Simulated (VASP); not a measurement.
Band structure of NbN (rock salt). Level of theory: LDA (Ceperley-Alder, Perdew-Zunger) with spin-orbit coupling, VASP's LDA PAW potentials (set 64) (plane waves; VASP 6.6.1).

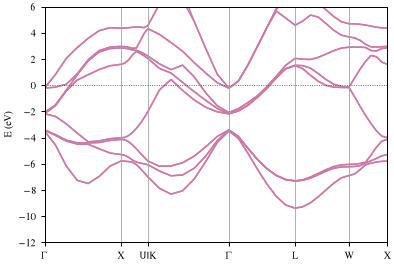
Figure. Bands along high-symmetry lines, zero at the valence-band maximum or, without a gap, the Fermi level

**Question.** Read the plot: is there a gap, and where are the band edges?

**Answer.** It has no gap at this level: it comes out as a metal or semimetal.

The compound is NbN in the rock salt structure, the cubic δ form, which competes with hexagonal ones. It was relaxed first. VASP warned that the highest band is occupied, so more bands are needed.
